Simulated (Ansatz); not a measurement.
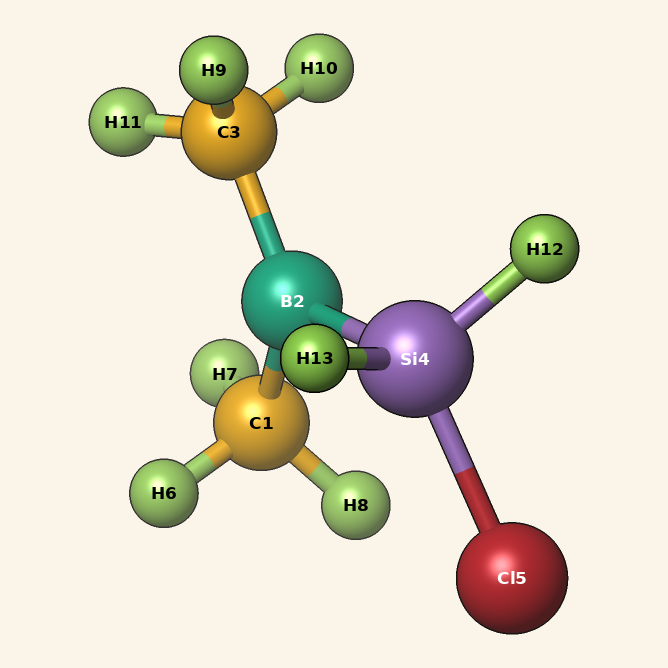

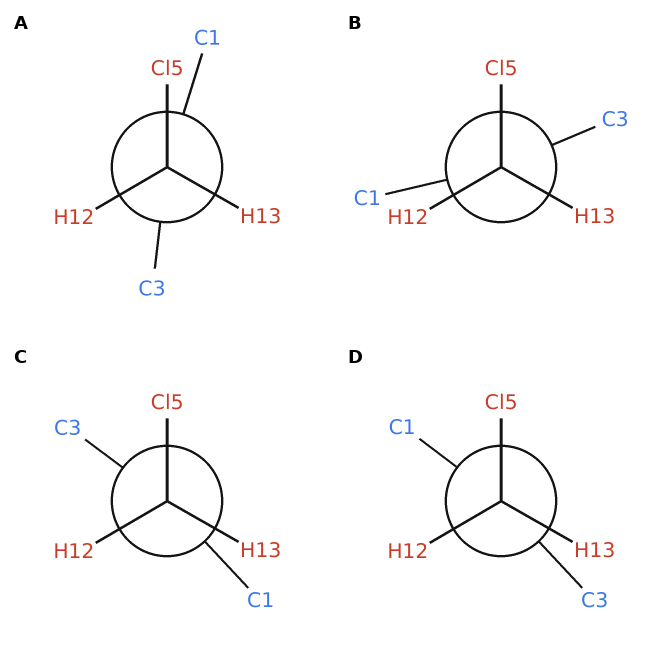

Depth is shown by fading: the farther an atom, the more it takes the colour of the background. Bonds that would overlap in a projection are set slightly apart. The geometry was computed by an optimisation with PBE0-D4/def2-TZVP. No frequency run is at hand to confirm it as a minimum.

### Which Newman projection shows the view along Si4–B2, with Si4 in front?

A. The torsion angle Cl5–Si4–B2–C1 is 7°, synperiplanar (eclipsed).
